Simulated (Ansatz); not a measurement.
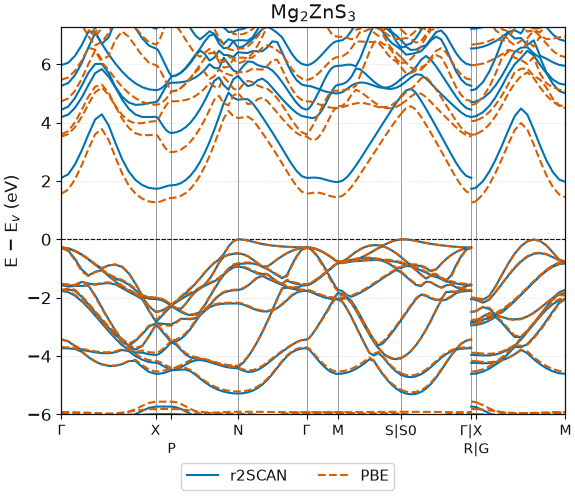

Band structures of Mg₂ZnS₃, space group I4/mmm (No. 139), 6 atoms in the cell, by two methods on the same cell. Each is counted from its own valence-band top.

> How do the methods compare?

r2SCAN gives a gap of 1.73 eV along the path and PBE gives a gap of 1.27 eV along the path. Over the top 3 filled bands the two differ by 0.02 eV on average.

Settings. r2SCAN: DFT r2SCAN, scalar-relativistic, plane waves, PAW, no spin polarisation, 10×10×10 k mesh, 500 eV cutoff (Ansatz). PBE: DFT PBE, scalar-relativistic, plane waves, PAW, no spin polarisation, 10×10×10 k mesh, 420 eV cutoff, Gaussian smearing of 0.02 eV (Ansatz 0.2.0).

The structure is an invented one, so it need not be a known or stable phase.
